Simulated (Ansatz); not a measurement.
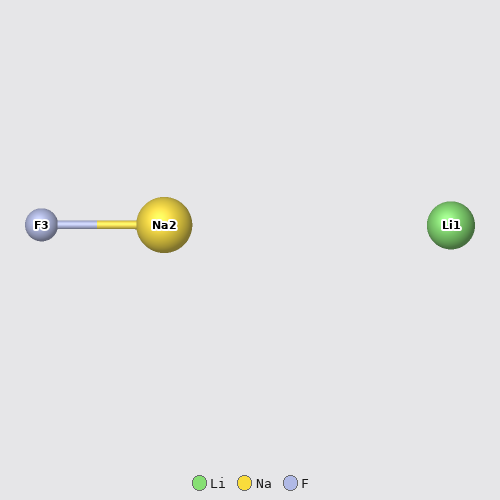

The system is Li⁺ + NaF; the picture shows the reference structure. First axis: distance Li1–Na2. Second axis: distance Na2–F3. Nothing is relaxed (the angle Li1–Na2–F3 is fixed at 180 degrees). The scan uses a 17 × 17 grid. Points are written as (first, second). All energies are given in eV relative to the lowest grid point. These are results of RHF/def2-TZVPD (Ansatz), not measurements.

Its coordinates:

```xyz
3

Li   -4.3520    0.0000    0.0000
Na    0.0000    0.0000    0.0000
F     1.8620    0.0000    0.0000
```

Range: distance Li1–Na2 from 2.352 to 4.352 Å; distance Na2–F3 from 1.808 to 3.808 Å.

Q: What landscape does the calculation give?

A: The lowest grid point is at (4.352 Å, 1.862 Å). It lies in a valley that leaves the map towards separated partners. The highest grid point, (2.352 Å, 3.808 Å), lies 5.50 eV above the lowest.

| distance Na2–F3 ↓, distance Li1–Na2 → | 2.352 | 2.486 | 2.682 | 2.911 | 3.164 | 3.438 | 3.728 | 4.033 | 4.352 |
| --- | --- | --- | --- | --- | --- | --- | --- | --- | --- |
| 3.647 | 5.26 | 5.00 | 4.68 | 4.36 | 4.07 | 3.80 | 3.57 | 3.37 | 3.19 |
| 3.335 | 4.73 | 4.48 | 4.16 | 3.85 | 3.56 | 3.31 | 3.08 | 2.88 | 2.71 |
| 3.037 | 4.13 | 3.89 | 3.58 | 3.28 | 3.00 | 2.76 | 2.54 | 2.35 | 2.19 |
| 2.755 | 3.48 | 3.25 | 2.95 | 2.66 | 2.39 | 2.16 | 1.95 | 1.77 | 1.62 |
| 2.491 | 2.81 | 2.58 | 2.30 | 2.02 | 1.77 | 1.54 | 1.35 | 1.18 | 1.03 |
| 2.249 | 2.17 | 1.96 | 1.69 | 1.42 | 1.18 | 0.97 | 0.79 | 0.63 | 0.49 |
| 2.035 | 1.70 | 1.49 | 1.23 | 0.98 | 0.76 | 0.55 | 0.38 | 0.23 | 0.10 |
| 1.862 | 1.52 | 1.32 | 1.07 | 0.84 | 0.62 | 0.43 | 0.27 | 0.12 | 0.00 |

The table holds every second grid line.

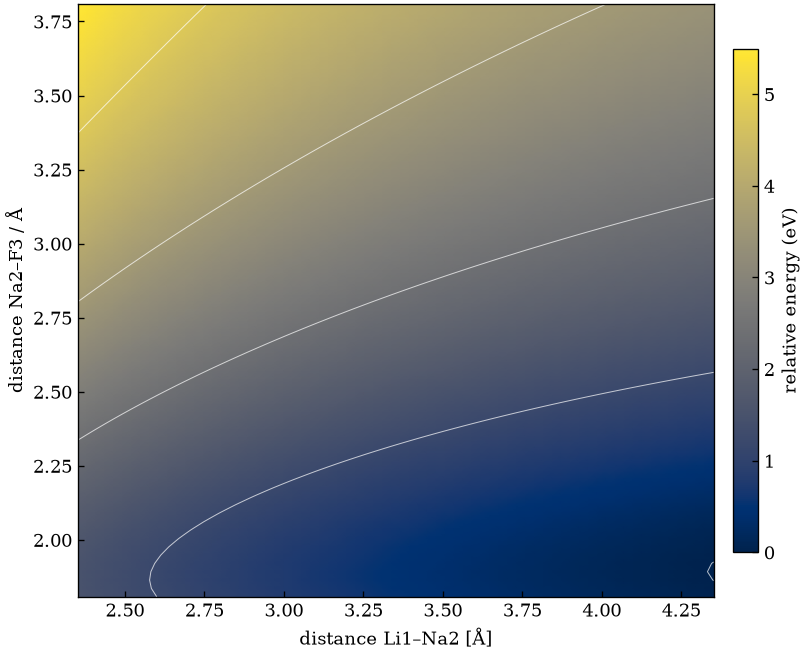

The picture shows a smooth colour map with a few white contour lines. Between grid points the surface is interpolated.

Time for the 289 points that were run: 3.1 min on 1 thread of Arm Neoverse V2, with other jobs on the host.
